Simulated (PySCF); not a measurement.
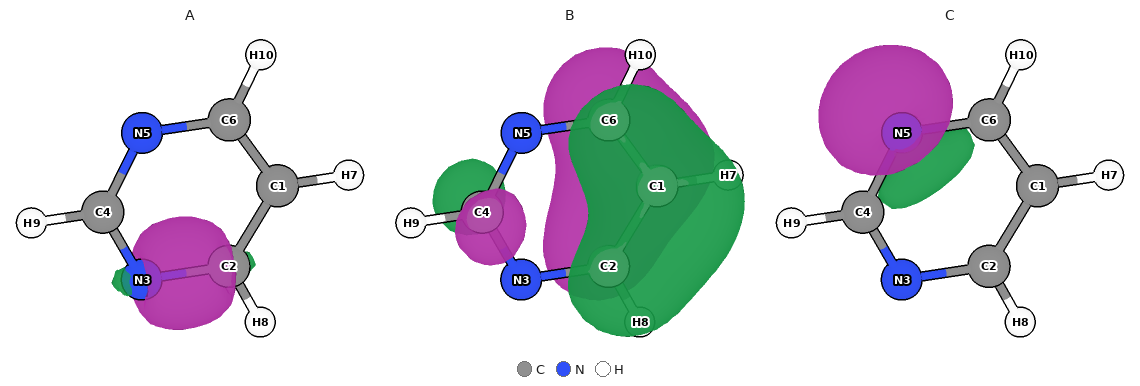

*C4H4N2, SMILES `c1cncnc1`. Pipek–Mezey orbitals, occupied; each surface holds about 85 % of the orbital's density. Energies are diagonal elements of the Fock matrix.*

PySCF calculation, M06-2X/6-311G**, gas phase; geometry: GFN2-xTB. No frequency check shows the geometry to be a minimum.

Input

```python
import numpy as np
from pyscf import gto, scf, dft, lo
from pyscf.data.elements import chemcore

def solve(mol, dm0=None, hcore=None):
    mf = (dft.UKS if mol.spin else dft.RKS)(mol, xc='m062x')
    mf.grids.level = 3
    mf = mf.density_fit(auxbasis='def2-universal-jkfit')
    mf.conv_tol, mf.max_cycle = 1e-8, 80
    if hcore is not None:
        mf.get_hcore = lambda *args: hcore
    mf.kernel(dm0)
    if not mf.converged:
        mf = mf.newton().run(mf.mo_coeff, mf.mo_occ, max_cycle=30)
    assert mf.converged, 'SCF not converged'
    return mf

mol = gto.M(atom='''
C     -1.35049     0.01745     0.00000
C     -0.59995     1.18555     0.00000
N      0.72365     1.16983     0.00000
C      1.30170    -0.01682     0.00000
N      0.69192    -1.18885     0.00000
C     -0.63162    -1.16896     0.00000
H     -2.42811     0.03134     0.00000
H     -1.06263     2.16451     0.00000
H      2.38431    -0.03086     0.00000
H     -1.12047    -2.13513     0.00000
''', basis='6-311g**', charge=0, spin=0, verbose=4)
mf = solve(mol)
occ_all = mf.mo_coeff[:, mf.mo_occ > 0]
occ = occ_all[:, chemcore(mol):]
pm = lo.PM(mol, occ, pop_method='meta_lowdin')
loc = pm.kernel()
for _ in range(5):
    new, stable = pm.stability_jacobi(return_status=True)
    if stable:
        break
    loc = pm.kernel(new)
fock, s = mf.get_fock(), mf.get_ovlp()
ortho = lo.orth_ao(mol, 'meta_lowdin')
labels = mol.ao_labels(fmt=None)
vir = loc[:, :0]
both = np.hstack([loc, vir])
p = (ortho.T @ s @ both) ** 2
pop = np.array([p[[l[0] == a for l in labels]].sum(0) for a in range(mol.natm)])
spd = np.array([[p[[l[0] == a and l[2][-1] == k for l in labels]].sum(0) for k in 'spd'] for a in range(mol.natm)])
eps = np.einsum('pi,pq,qi->i', both, fock, both)
for i in np.argsort(eps):
    top = np.argsort(-pop[:, i])[:3]
    print('%3d %s %9.4f Eh ' % (i + 1, 'occ' if i < loc.shape[1] else 'vir', eps[i]), '  '.join('%s%d %.3f' % (mol.atom_symbol(a), a + 1, pop[a, i]) for a in top))
np.savez('result.npz', c=both, nocc=loc.shape[1], pop=pop, spd=spd, eps=eps, e=mf.e_tot)
```

Command:

```sh
OMP_NUM_THREADS=1 python input.py
```

The run took 38 s on 1 thread of Arm Neoverse V1, with other jobs on the host, peak memory 0.59 GiB.

### Identify each orbital.

By panel:
- A: σ bond N3–C2 (N3 55 %, C2 44 %; −22.2 eV)
- B: delocalised π orbital mainly over C1, C6 and C2 (C1 51 %, C6 22 %, C2 22 %; −10.5 eV)
- C: lone pair on N5 (sp2-type) (N5 96 %; −11.7 eV)
